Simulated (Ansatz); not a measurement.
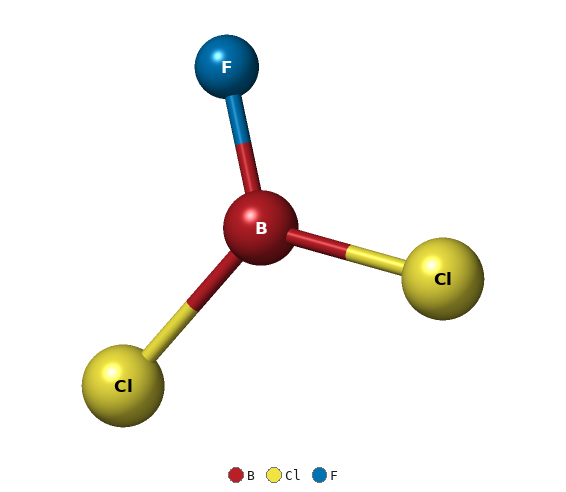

Harmonic vibrations computed with RKS PBE0-D4/def2-TZVP (Ansatz 0.2.0) at a stationary point of the same level.

Question: Minimum or transition state?

Answer: A minimum: no imaginary frequency, and the lowest mode lies at 265 cm⁻¹.

Question: List the wavenumbers.

Answer: 6 modes: 265, 365, 526, 565, 1009, 1347 cm⁻¹.
